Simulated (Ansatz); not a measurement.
# U-wB97X/STO-3G run of SiF3 (trifluorosilyl)

Aim: the vertical electron affinity of SiF3 (trifluorosilyl) at U-wB97X/STO-3G, from 2 runs. 

The calculation is run with Ansatz 0.2.0.

9 further runs of the same task are left out: 7 that didn't finish, 2 set aside as unsound or not needed.

## Step 1: The structure to begin with

The species is SiF3 (4 atoms), meant as a doublet with charge 0. SMILES: `F[Si](F)F`. The coordinates come from a PBE0-D4/def2-TZVP relaxation.

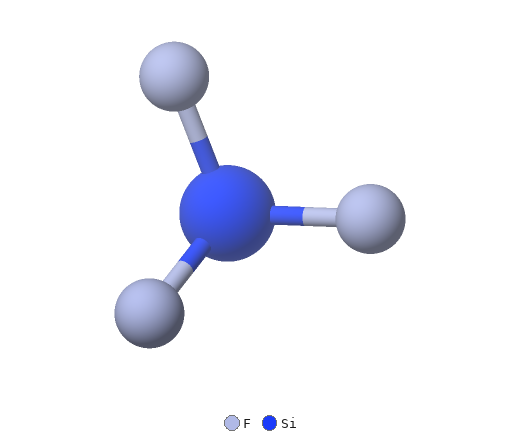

The structure, seen from a chosen angle (fluorine light blue, silicon blue).

## Step 2: The energy at U-wB97X/STO-3G

Input file molecule.yaml:

```yaml
crystal:
  periodic: [false, false, false]
  atoms:
    - {symbol: F, position_ang: [0.784850, -0.507040, 1.151700]}
    - {symbol: Si, position_ang: [-0.282750, 0.213060, 0.234280]}
    - {symbol: F, position_ang: [-0.994260, -0.892250, -0.644340]}
    - {symbol: F, position_ang: [0.492160, 1.186230, -0.741640]}
basis:
  gaussian: {orbitals: STO-3G}
magnetization: {spin_polarized: true, initial_magnetization: 1}
hamiltonian: {xc: {name: wB97X}}
accuracy: high
```

On the command line:

```console
$ ansatz run molecule.yaml --threads 1 --pin off --max-ram 3480MiB --events-out events.jsonl --progress --plain --runs-dir runs
```

Output:

```text
Warning: RAYON_NUM_THREADS=1 ignored (pool sized by the plan → 1); use --threads N
Functional definition: wB97X
  name "wB97X"
  parameter omega = 0.3/bohr
  parameter cx = 0.157706
  parameter cx1 = 0.726479
  parameter cx2 = 1.04760
  parameter cx3 = -5.70635
  parameter cx4 = 13.2794
  parameter css1 = -4.33879
  parameter css2 = 18.2308
  parameter css3 = -31.7430
  parameter css4 = 17.2901
  parameter cos1 = 2.37031
  parameter cos2 = -11.3995
  parameter cos3 = 6.58405
  parameter cos4 = -3.78132
  exchange = spin_sum(e_x_unif_sr(omega)*poly(b97_u_x, 1 - cx, cx1, cx2, cx3, cx4)) + cx*exact_x_sr(omega)
      + exact_x_lr(omega)
  correlation = spin_sum(e_c_pw_same_spin*poly(b97_u_same, 1, css1, css2, css3, css4))
      + integral(e_c_pw_opposite_spin*poly(b97_u_opposite, 1, cos1, cos2, cos3, cos4))
460 factors; integrals over basis functions are off by at most 3.1e-8 eV
152 factors; integrals over basis functions are off by at most 7.0e-10 eV
mean field evaluation 1: about -15813.9692 eV, gradient 1.8e1 eV
mean field evaluation 2: about -15816.4255 eV, gradient 8.6e0 eV
mean field evaluation 4: about -15816.9045 eV, gradient 1.5e-1 eV
mean field evaluation 8: about -15816.9085 eV, gradient 1.4e-3 eV
mean field evaluation 16: about -15816.9085 eV, gradient 7.9e-7 eV
mean field -15816.90849888 eV, -581.2606662482 hartree, gradient 5.7e-8 eV, S^2 0.752919; 0 other end points of the search recorded, 0 dependent functions left out
reference -15816.90849787 eV, -581.2606662111 hartree; 21, 20 occupied and 3, 4 virtual orbitals, 460 factors
Total energy: -15816.90849787 eV, -581.2606662111 hartree
```

Run time: 8.7 s. Hardware: 1 thread of Intel Xeon Platinum 8375C at 2.90GHz (Ice Lake), shared host; peak memory 0.44 GiB.

## Step 3: The singlet anion at the same level

Input file input.yaml:

```yaml
crystal:
  periodic: [false, false, false]
  atoms:
    - {symbol: F, position_ang: [0.784850, -0.507040, 1.151700]}
    - {symbol: Si, position_ang: [-0.282750, 0.213060, 0.234280]}
    - {symbol: F, position_ang: [-0.994260, -0.892250, -0.644340]}
    - {symbol: F, position_ang: [0.492160, 1.186230, -0.741640]}
basis:
  gaussian: {orbitals: STO-3G}
total_charge: -1
hamiltonian: {xc: {name: wB97X}}
accuracy: high
```

On the command line:

```console
$ ansatz run input.yaml --threads 1 --pin off --max-ram 3480MiB --events-out events.jsonl --progress --plain --runs-dir runs
```

Output (excerpt; [...] marks lines left out):

```text
Warning: RAYON_NUM_THREADS=1 ignored (pool sized by the plan → 1); use --threads N
Functional definition: wB97X
  name "wB97X"
[...]
      + exact_x_lr(omega)
[...]
      + integral(e_c_pw_opposite_spin*poly(b97_u_opposite, 1, cos1, cos2, cos3, cos4))
460 factors; integrals over basis functions are off by at most 3.1e-8 eV
152 factors; integrals over basis functions are off by at most 7.0e-10 eV
[...]
mean field -15811.95115834 eV, -581.0784873434 hartree, gradient 6.4e-8 eV, S^2 0.000000; 0 other end points of the search recorded, 0 dependent functions left out
reference -15811.95115725 eV, -581.0784873035 hartree; 21, 21 occupied and 3, 3 virtual orbitals, 460 factors
Total energy: -15811.95115725 eV, -581.0784873035 hartree
```

Wall time 4.5 s (1 thread of Intel Xeon Platinum 8375C at 2.90GHz (Ice Lake), shared host); peak memory 0.27 GiB.

## Step 4: Results

Level: U-wB97X/STO-3G.

| quantity | value |
| --- | --- |
| doublet SiF3: total energy | -581.26067 Eh |
| doublet SiF3: ⟨S²⟩ | 0.753 |
| singlet anion: total energy | -581.07849 Eh |
| vertical electron affinity (to the singlet anion) | -4.957 eV |

The anion lies 4.96 eV (478 kJ/mol) above the neutral: the electron isn't bound at this level, and such a value depends on the basis. Without diffuse functions anions come out too high. In a minimal basis such a difference can be off by several eV, whatever the method.
